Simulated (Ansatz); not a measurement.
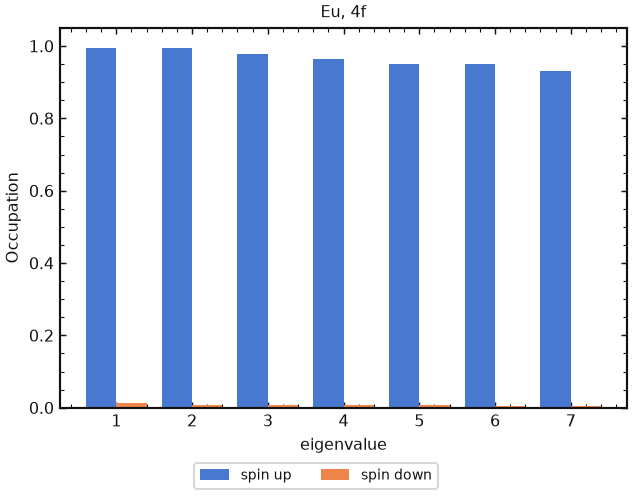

Eigenvalues of the local occupation matrix of the f shell (Löwdin-orthogonalised atomic projectors).

System: EuMnSbF, space group P4/nmm (No. 129), 16 atoms in the cell.

```cif
data_structure
_symmetry_space_group_name_H-M 'P4/nmm:1'
_symmetry_Int_Tables_number 129
_cell_length_a 3.9999
_cell_length_b 3.9999
_cell_length_c 9.2630
_cell_angle_alpha 90.000
_cell_angle_beta 90.000
_cell_angle_gamma 90.000
_cell_volume 148.20
loop_
_atom_site_label
_atom_site_type_symbol
_atom_site_symmetry_multiplicity
_atom_site_Wyckoff_symbol
_atom_site_fract_x
_atom_site_fract_y
_atom_site_fract_z
_atom_site_occupancy
Eu1 Eu 2 c 0.50000 0.00000 0.15628 1
Mn1 Mn 2 b 0.00000 0.00000 0.50000 1
Sb1 Sb 2 c 0.00000 0.50000 0.32446 1
F1 F 2 a 0.50000 0.50000 0.00000 1
```

Level of theory: DFT PBEsol, scalar-relativistic, plane waves, PAW, spin-polarised, 4×4×2 k mesh, 420 eV cutoff, Gaussian smearing of 0.05 eV; code Ansatz.

How many states of the shell are filled, counting eigenvalues over 0.6?

Answer. Counting eigenvalues over 0.6 as filled, Eu has 7 filled f states (f⁷), 7 up and 0 down; the eigenvalues sum to 6.8.

The run may have settled in a state above the lowest, so this need not be the ground state. Spin-orbit coupling is left out, which matters for Eu. Open shells can settle in several states, and this one need not be the lowest.
